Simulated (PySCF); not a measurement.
# Ce(BH4)2: other functionals and bases at one geometry

How far do other levels of theory move the description of Ce(BH4)2, and what does each cost? The species was built from a template and needn't be a known compound.

Program: PySCF 2.14.0. Level of theory: several levels, as the steps say, no spin–orbit coupling. These are calculated values, not measurements.

1 further run of the same task is left out (for a known fault of the program).

## Step 1: The starting structure

11 atoms, charge 0, spin multiplicity 1.

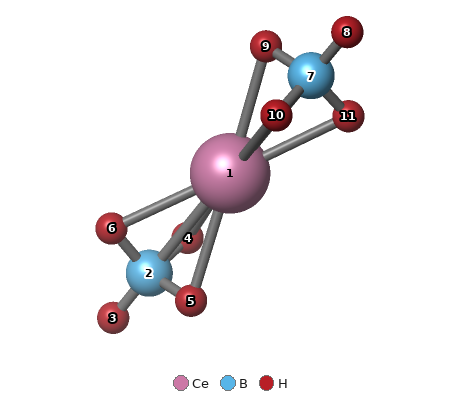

The structure; cerium pink, boron blue, hydrogen red; atoms are numbered from 1 in the order of the file.

Geometry (Å):

```xyz
11
B2CeH8
Ce    0.0000    0.0001    0.8361
B     2.7112   -0.0125    0.8017
H     3.9225   -0.0180    0.7841
H     2.2488   -0.6386    1.7862
H     2.2208   -0.5430   -0.2244
H     2.2437    1.1507    0.8637
B    -2.7112    0.0125    0.8017
H    -3.9225    0.0179    0.7840
H    -2.2488    0.6386    1.7862
H    -2.2209    0.5431   -0.2243
H    -2.2437   -1.1507    0.8637
```

Formal oxidation states: Ce +2. Each metal's 2 4f electrons lie in its core potential, so multiplicities, spins and levels count the valence alone. For divalent La, Ce, Gd or Lu the extra electron is normally 5d or 6s, so this core forces an excited configuration. An earlier session relaxed this geometry at PBE0, Ce lcecp-0-SVP with ECP48, B def2-SVP, H def2-SVP (singlet, point group C2).

At PBE0 on the finer grid: E = -81.074297 Eh, frontier levels not given, since the 4f levels lie in the core, Mulliken charge on Ce1 +0.87 e, largest force component 0.012 eV/Å. 

Levels to run: B3LYP; BP86; PBE0, TZVP. Hardware: 2 threads of Arm Neoverse V1, shared host.

## Step 2: B3LYP

The input, run.py (the lines that set the calculation):

```python
mol = gto.M(atom='''
Ce     0.00001     0.00008     0.83614
B      2.71124    -0.01249     0.80169
H      3.92251    -0.01804     0.78407
H      2.24876    -0.63862     1.78616
H      2.22084    -0.54303    -0.22438
H      2.24375     1.15068     0.86373
B     -2.71124     0.01248     0.80171
H     -3.92250     0.01792     0.78402
H     -2.24883     0.63862     1.78621
H     -2.22087     0.54307    -0.22435
H     -2.24366    -1.15066     0.86373''',
    basis={'Ce': 'lcecp-0-SVP', 'B': 'def2-SVP', 'H': 'def2-SVP'},
    ecp={'Ce': 'lcecp-0-SVP'},
    charge=0, spin=0)
mf = dft.RKS(mol, xc='B3LYP')
mf.grids.atom_grid = (75, 302)  # f atoms: unpruned, at least (60, 302)
mf = mf.density_fit()  # fitting sets: Ce AutoAux, B def2-universal-JKFIT, H def2-universal-JKFIT
mf.conv_tol = 1e-08; mf.max_cycle = 55
mf.kernel(dm0)  # dm0: the density of the relaxed state
```

Command:

```sh
$ OMP_NUM_THREADS=2 python run.py
```

Log:

```text
init E= -81.1894696750305
cycle= 1 E= -81.1903037319598  delta_E= -0.000834  |g|= 0.0105  |ddm|= 0.195
cycle= 2 E= -81.1903213616196  delta_E= -1.76e-05  |g|= 0.00733  |ddm|= 0.0228
cycle= 3 E= -81.1903396141113  delta_E= -1.83e-05  |g|= 0.00142  |ddm|= 0.00997
cycle= 4 E= -81.1903404308833  delta_E= -8.17e-07  |g|= 0.000194  |ddm|= 0.00244
cycle= 5 E= -81.1903404466342  delta_E= -1.58e-08  |g|= 3.43e-05  |ddm|= 0.000437
cycle= 6 E= -81.190340447096  delta_E= -4.62e-10  |g|= 3.04e-06  |ddm|= 6.2e-05
Extra cycle  E= -81.1903404470992  delta_E= -3.15e-12  |g|= 1.28e-06  |ddm|= 1.02e-05
converged SCF energy = -81.1903404470992
```

It took 5.2 s on 2 threads of Arm Neoverse V1, shared host.

It gives: E = -81.190340 Eh, frontier levels not given, since the 4f levels lie in the core, Mulliken charge on Ce1 +0.79 e, largest force component 0.183 eV/Å. 

## Step 3: BP86

Changes to run.py (the lines that set the calculation) since step 2:

```diff
@@ -15,3 +15,3 @@
     charge=0, spin=0)
-mf = dft.RKS(mol, xc='B3LYP')
+mf = dft.RKS(mol, xc='B88,P86')
 mf.grids.atom_grid = (75, 302)  # f atoms: unpruned, at least (60, 302)
```

Command:

```sh
$ OMP_NUM_THREADS=2 python run.py
```

Log:

```text
init E= -81.2092273983537
cycle= 1 E= -81.2102519666443  delta_E= -0.00102  |g|= 0.0166  |ddm|= 0.265
cycle= 2 E= -81.210204982388  delta_E= 4.7e-05  |g|= 0.0201  |ddm|= 0.0842
cycle= 3 E= -81.2103883518732  delta_E= -0.000183  |g|= 0.00267  |ddm|= 0.0381
cycle= 4 E= -81.2103909646469  delta_E= -2.61e-06  |g|= 0.00038  |ddm|= 0.00509
cycle= 5 E= -81.2103910179871  delta_E= -5.33e-08  |g|= 3.36e-05  |ddm|= 0.000606
cycle= 6 E= -81.2103910184754  delta_E= -4.88e-10  |g|= 4.5e-06  |ddm|= 7.47e-05
Extra cycle  E= -81.2103910184792  delta_E= -3.75e-12  |g|= 3.39e-06  |ddm|= 1.59e-05
converged SCF energy = -81.2103910184792
```

It took 5.9 s on 2 threads of Arm Neoverse V1, shared host.

It gives: E = -81.210391 Eh, frontier levels not given, since the 4f levels lie in the core, Mulliken charge on Ce1 +0.73 e, largest force component 0.173 eV/Å. 

## Step 4: PBE0, TZVP

Basis: Ce lcecp-0-TZVP with ECP48, B def2-TZVP, H def2-TZVP. 

Changes to run.py (the lines that set the calculation) since step 3:

```diff
@@ -12,6 +12,6 @@
 H     -2.24366    -1.15066     0.86373''',
-    basis={'Ce': 'lcecp-0-SVP', 'B': 'def2-SVP', 'H': 'def2-SVP'},
-    ecp={'Ce': 'lcecp-0-SVP'},
+    basis={'Ce': 'lcecp-0-TZVP', 'B': 'def2-TZVP', 'H': 'def2-TZVP'},
+    ecp={'Ce': 'lcecp-0-TZVP'},
     charge=0, spin=0)
-mf = dft.RKS(mol, xc='B88,P86')
+mf = dft.RKS(mol, xc='PBE0')
 mf.grids.atom_grid = (75, 302)  # f atoms: unpruned, at least (60, 302)
@@ -19,2 +19,2 @@
 mf.conv_tol = 1e-08; mf.max_cycle = 55
-mf.kernel(dm0)  # dm0: the density of the relaxed state
+mf.kernel(dm0)  # dm0: free metal ions and neutral atoms
```

Command:

```sh
$ OMP_NUM_THREADS=2 python run.py
```

Log:

```text
init E= -83.7843168185083
cycle= 1 E= -80.9521775098038  delta_E= 2.83  |g|= 0.879  |ddm|= 2.21
cycle= 2 E= -80.9648476695408  delta_E= -0.0127  |g|= 0.727  |ddm|= 1.25
cycle= 3 E= -81.1355898641581  delta_E= -0.171  |g|= 0.0846  |ddm|= 0.692
cycle= 4 E= -81.1379161975443  delta_E= -0.00233  |g|= 0.0154  |ddm|= 0.08
cycle= 5 E= -81.1380061299833  delta_E= -8.99e-05  |g|= 0.00172  |ddm|= 0.0218
cycle= 6 E= -81.138007271702  delta_E= -1.14e-06  |g|= 0.00011  |ddm|= 0.00233
cycle= 7 E= -81.1380072767905  delta_E= -5.09e-09  |g|= 2.4e-05  |ddm|= 0.000237
Extra cycle  E= -81.1380072768817  delta_E= -9.11e-11  |g|= 1.83e-05  |ddm|= 5.07e-05
converged SCF energy = -81.1380072768817
```

Wall time 11 s (2 threads of Arm Neoverse V1, shared host).

Read off: E = -81.138007 Eh, frontier levels not given, since the 4f levels lie in the core, Mulliken charge on Ce1 +1.17 e, largest force component 0.279 eV/Å. 

## Step 5: Results

| level | state | charge on Ce1 (e) | dipole (D) | largest force (eV/Å) | basis functions | time |
| --- | --- | --- | --- | --- | --- | --- |
| PBE0 (relaxed here) | singlet | 0.87 | 0.20 | 0.01 | 99 | 14 s |
| B3LYP | singlet | 0.79 | 0.20 | 0.18 | 99 | 5.2 s |
| BP86 | singlet | 0.73 | 0.19 | 0.17 | 99 | 5.9 s |
| PBE0, TZVP | singlet | 1.17 | 0.20 | 0.28 | 157 | 11 s |

Times are on 2 threads of Arm Neoverse V1, shared host; the first row also made further properties.

The largest leftover force, 0.28 eV/Å with PBE0, TZVP, stands at a geometry relaxed at another level. The Mulliken charge on Ce spans +0.73 to +1.17 e over the levels. With 4f in the core, its levels are missing from HOMO and gap. Total energies of different levels can't be compared. Spin–orbit coupling is left out throughout.
